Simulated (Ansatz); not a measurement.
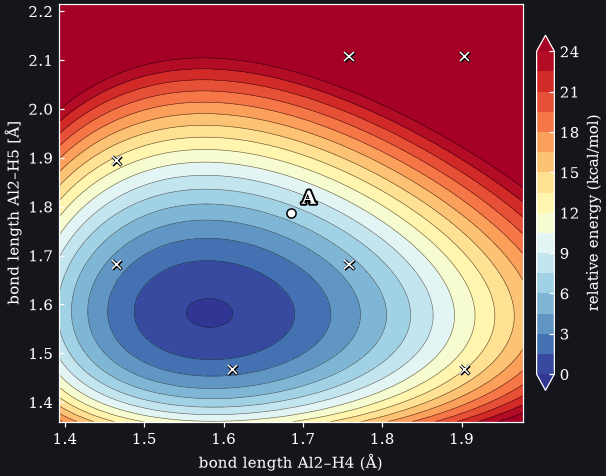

AlH3N, SMILES [NH][AlH2], spin multiplicity 2. First axis: bond length Al2–H4. Second axis: bond length Al2–H5. Nothing is relaxed (all other coordinates rigid). The scan uses a 9 × 9 grid. At 7 points there is no value. Energies: kcal/mol, counted from the lowest grid point. The calculation used Ansatz, UKS wB97X-V/def2-SVP.

In the figure: filled contours, crosses at grid points without a value, one colour for all values above the top of the scale, the point A. Between grid points the surface is interpolated.

### Is A at rest? If not, where is it pushed?

A, at bond length Al2–H4 = 1.685 Å, bond length Al2–H5 = 1.787 Å, is not a stationary point. The computed force is 29 kcal/mol for each Å towards smaller values of bond length Al2–H4 and 46 kcal/mol for each Å towards smaller values of bond length Al2–H5.
